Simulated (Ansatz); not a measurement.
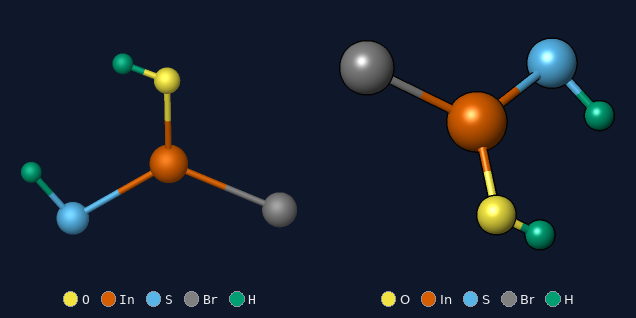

The same structure drawn twice, from different directions.

The computed structure is the end point of a PBE0-D4/def2-TZVP optimisation.

Describe the molecule.

It has 6 atoms: 1 bromine, 2 hydrogen, 1 indium, 1 oxygen and 1 sulfur (BrH2InOS). Its SMILES string is `[OH][In]([SH])[Br]`. This geometry has Cs symmetry. All atoms lie on one plane. Coordination: 1 O bent; 1 In trigonal planar; 1 S bent.

More results for the same structure follow; atom numbers are the same in all pictures, views and colours differ.

### Geometry

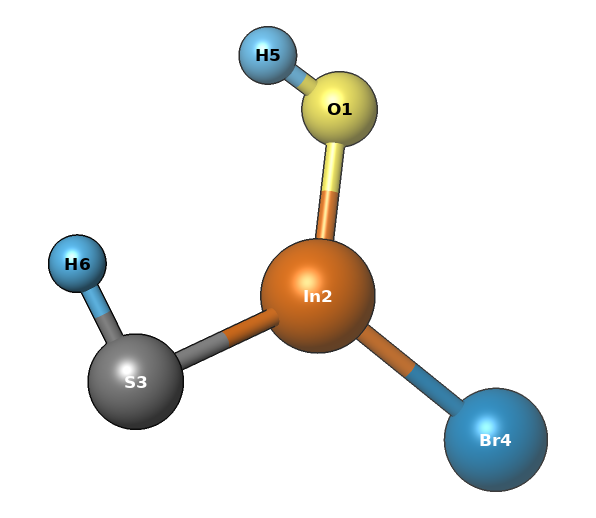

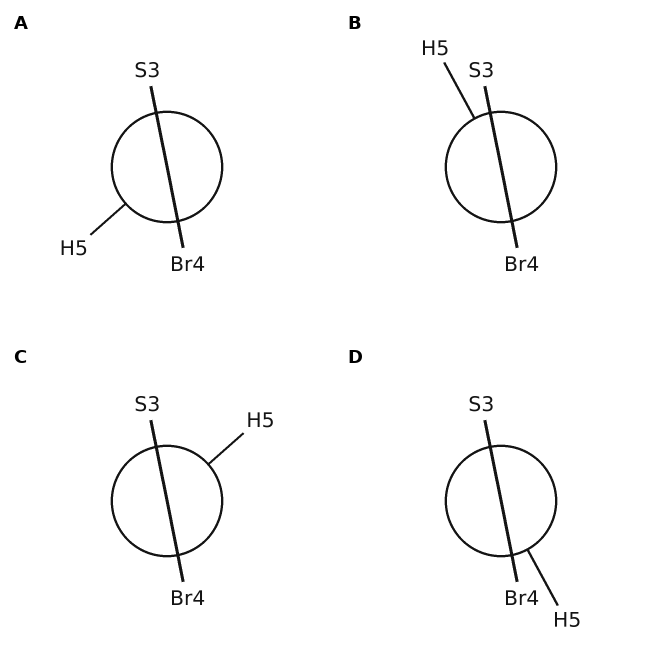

Atoms fade into the background with distance from the viewer. Bonds that would overlap in a projection are set slightly apart.

Question: Which Newman projection shows the view along In2–O1, with In2 in front?

Answer: B. The torsion angle Br4–In2–O1–H5 is 180°, antiperiplanar (anti).

### Dipole moment

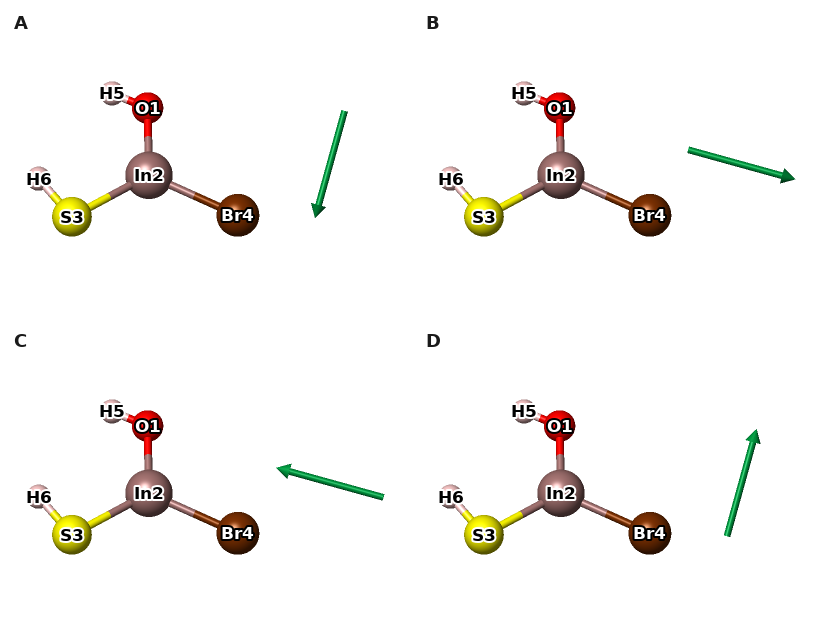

The same molecule four times, each with an arrow. Properties computed with RKS ωB97M-V/def2-TZVPP, core potentials on In (Ansatz 0.2.0).

Question: Which arrow points along the dipole moment, from the negative to the positive end?

Answer: C. The dipole moment is 2.76 D; it points from the side of Br4 to the side of H6 (the outermost atoms at the two ends).

### Charges

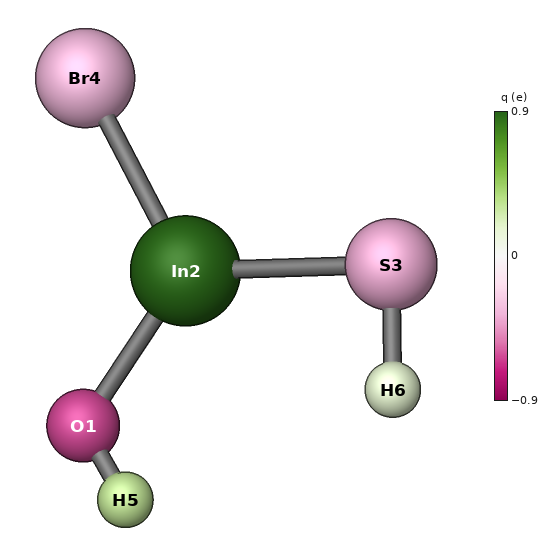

Atoms are coloured by their Mulliken charges. Level of theory: RKS PBE0-D4/def2-TZVP, core potentials on In (Ansatz 0.2.0).

Question: Which atom carries the highest charge (most positive or least negative)?

Answer: In2 (0.87 e).

Question: And the lowest?

Answer: O1 (−0.62 e).

Give the Mulliken charges atom by atom.

| atom | value (e) |
| --- | --- |
| O1 | −0.62 |
| In2 | 0.87 |
| S3 | −0.38 |
| Br4 | −0.35 |
| H5 | 0.31 |
| H6 | 0.17 |

### Levels of theory compared

Program: Ansatz 0.2.0.

Tabulate HOMO energy (eV) at these levels: B97M-V/def2-TZVPP; BLYP-D4/def2-TZVPP; PBE-D4/def2-TZVPP; PBE0-D4/def2-QZVPP; PBE0-D4/def2-SVP; PBE0-D4/def2-TZVPP; r2SCAN0-D4/def2-TZVPP; revPBE-D4/def2-TZVPP; ωB97M-V/def2-QZVPP; ωB97M-V/def2-TZVPP; ωB97X-V/def2-TZVPP.

```tsv
level	HOMO energy (eV)
B97M-V/def2-TZVPP	−7.12
BLYP-D4/def2-TZVPP	−6.61
PBE-D4/def2-TZVPP	−6.78
PBE0-D4/def2-QZVPP	−8.07
PBE0-D4/def2-SVP	−7.89
PBE0-D4/def2-TZVPP	−8.04
r2SCAN0-D4/def2-TZVPP	−8.25
revPBE-D4/def2-TZVPP	−6.72
ωB97M-V/def2-QZVPP	−10.28
ωB97M-V/def2-TZVPP	−10.25
ωB97X-V/def2-TZVPP	−10.41
```

### Vibrations

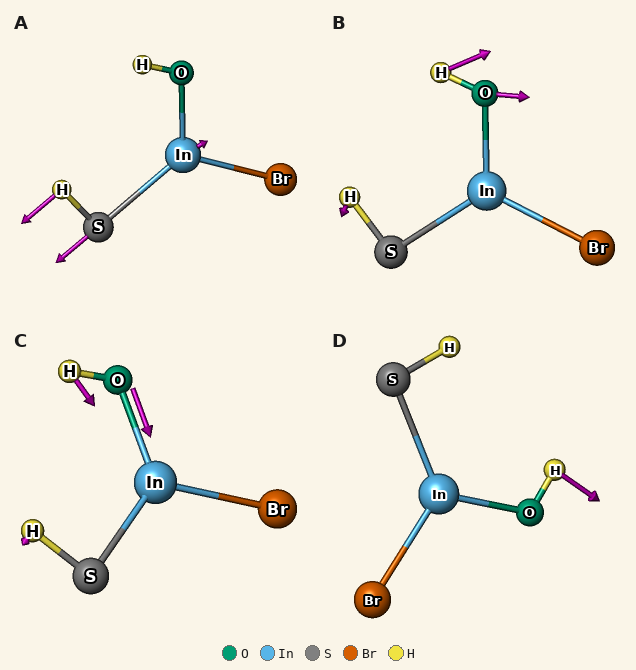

4 normal modes of one molecule or complex, as arrows. Harmonic vibrations computed with RKS PBE0-D4/def2-TZVP, core potentials on In (Ansatz 0.2.0) at a stationary point of the same level.

Question: Match the panels to the wavenumbers 115 cm⁻¹, 361 cm⁻¹, 611 cm⁻¹, 818 cm⁻¹.

Answer: A: 361 cm⁻¹, In–S stretching
B: 115 cm⁻¹, angle bending
C: 611 cm⁻¹, In–O stretching
D: 818 cm⁻¹, H–O–In bending

Mulliken values depend strongly on the basis set and can even reverse the polarity of a bond.
